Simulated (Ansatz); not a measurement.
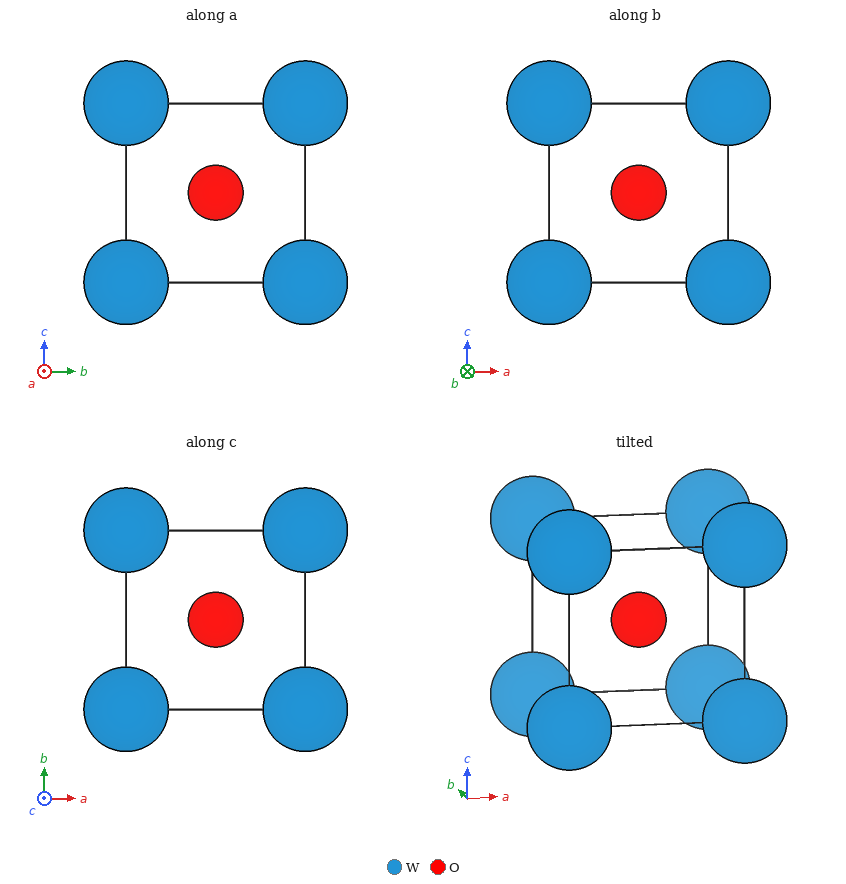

The figure gives a spheres-only picture of the atoms, viewed along the a axis, along the b axis, along the c axis and slightly off an axis. Thin lines show the conventional unit cell, with boundary atoms drawn in all their periodic places.

Lattice parameters: a = 2.966 Å, b = 2.966 Å, c = 2.966 Å, α = 90.00°, β = 90.00°, γ = 90.00°. Put a along x and b in the xy plane.

**Reconstruct the structure as a POSCAR file.**

```
W O
1.0
     2.966    0.000    0.000
     0.000    2.966    0.000
     0.000    0.000    2.966
W O
1 1
Direct
  0.0000 0.0000 0.0000
  0.5000 0.5000 0.5000
```

The starting point was a structure type filled with these elements by a generator (whether the compound takes this form wasn't checked). Earlier steps of the study, as a rule a relaxation of our own, may have changed the cell and positions, so they can lie some per cent off the listed ones. It was set up as input for a calculation with Ansatz.
